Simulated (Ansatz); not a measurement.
BH8NO3Si

```yaml
atoms:
  - { symbol: O, position_ang: [-1.6814, 0.2815, -1.0554] }
  - { symbol: B, position_ang: [-0.9412, 0.2356, 0.1553] }
  - { symbol: O, position_ang: [-0.8161, -1.1290, 0.6119] }
  - { symbol: O, position_ang: [-1.2235, 1.2226, 1.1613] }
  - { symbol: N, position_ang: [0.6817, 0.6208, -0.2395] }
  - { symbol: Si, position_ang: [1.5598, -0.9475, -0.3920] }
  - { symbol: H, position_ang: [-1.9938, 1.1697, -1.2311] }
  - { symbol: H, position_ang: [-0.7865, -1.1534, 1.5693] }
  - { symbol: H, position_ang: [-2.1480, 1.2007, 1.4135] }
  - { symbol: H, position_ang: [0.7102, 1.1688, -1.0933] }
  - { symbol: H, position_ang: [1.0525, 1.2043, 0.5059] }
  - { symbol: H, position_ang: [1.8390, -1.4934, 0.9505] }
  - { symbol: H, position_ang: [2.8759, -0.5762, -0.9933] }
  - { symbol: H, position_ang: [0.8584, -1.8337, -1.3341] }
```

Geometry: PBE0-D4/def2-TZVP.

All numbers below come from Ansatz 0.2.0, RKS PBE0-D4/def2-TZVPP.

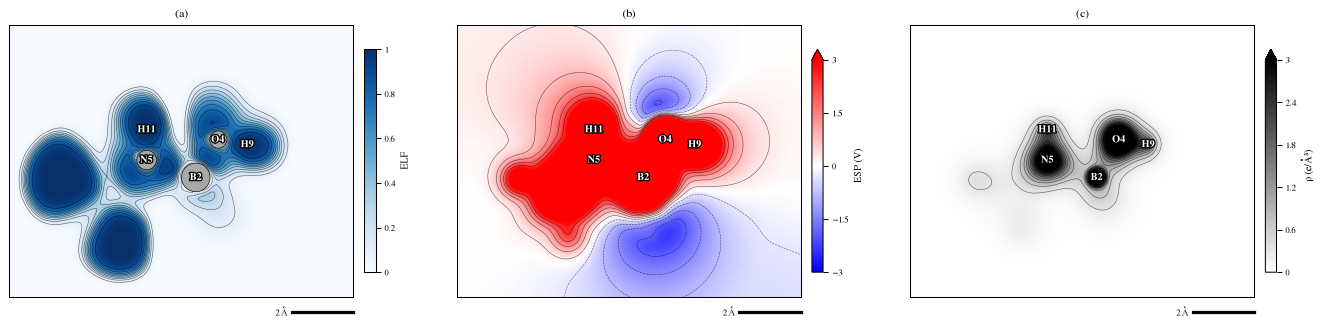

Figure 1. (a) ELF; (b) molecular electrostatic potential; (c) electron density on the plane of atoms B2, O4 and H9. Grey discs cover the atomic cores in the ELF map.

Describe what can be read from this map.

Atoms in the plane: B, O, N and H. B–O (1.44 Å): ρ is about 1.8 e/Å³ halfway; the ELF peaks at about 0.90 between the atoms, as expected for a polar covalent bond. B–N (1.71 Å): ρ at the midpoint is about 1 e/Å³; the ELF peaks at about 0.95 between the atoms; a shared but strongly polarised pair. O–H (0.96 Å): ρ is about 3.8 e/Å³ halfway; the ELF climbs to about 1 towards the hydrogen, as it does in any bond to H: a covalent bond by its length. N–H (1.02 Å): ρ is about 2.9 e/Å³ halfway; the ELF climbs to about 1 towards the hydrogen (a covalent bond by its length). The ELF also peaks beside O4, away from the bonds: lone-pair regions. Outside the dense part of the molecule the potential is most negative (−2.3 V) near O1, which lies off the plane.

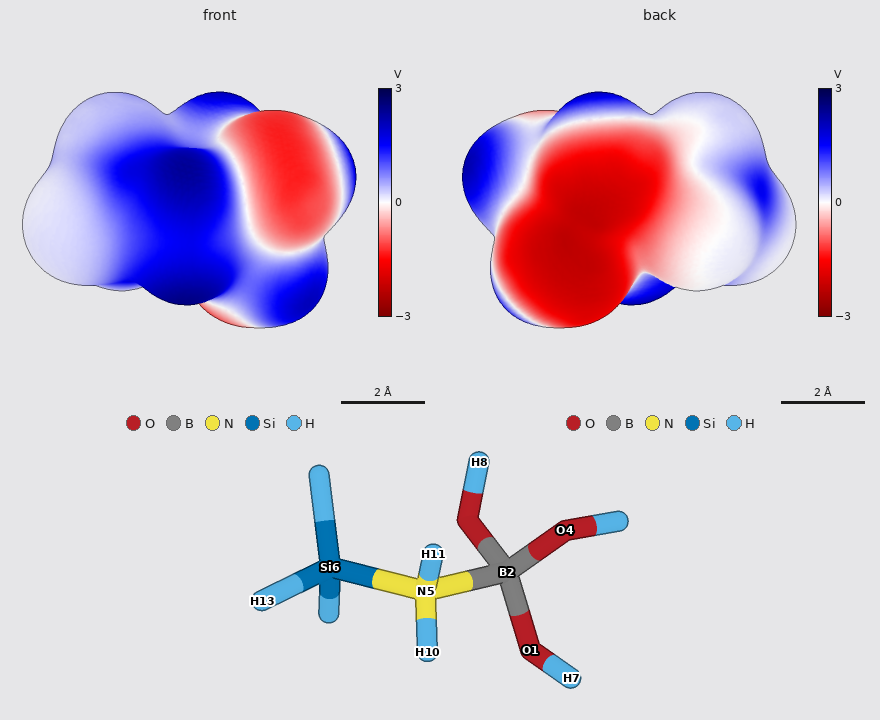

Figure 2. The electrostatic potential painted on the density surface at 0.002 e/bohr³, seen from the front and from behind; red is negative and blue positive. The bare structure is drawn below in the same view.

Where is the surface potential most negative and most positive?

The most negative region (about −2.2 V, or −51 kcal/mol for a unit charge) lies over O1 and O3, the most positive (about +2.4 V, or +55 kcal/mol for a unit charge) over H10 and H11.

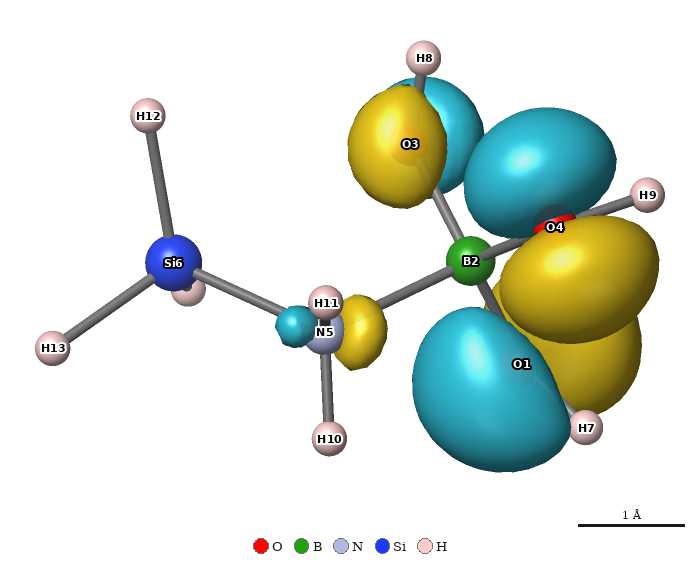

Figure 3. The HOMO−1 at ±0.15 Å⁻³ᐟ² (yellow and cyan are the two phases), seen across its widest extent.

Describe this orbital and give its energy.

By Hirshfeld shares it lies mainly on O1 (about 40 %), O4 (about 30 %), O3 (about 10 %) and B2 (about 5 %); largely a combination of lone pairs on O1, O4 and O3. Its energy is −8.21 eV.
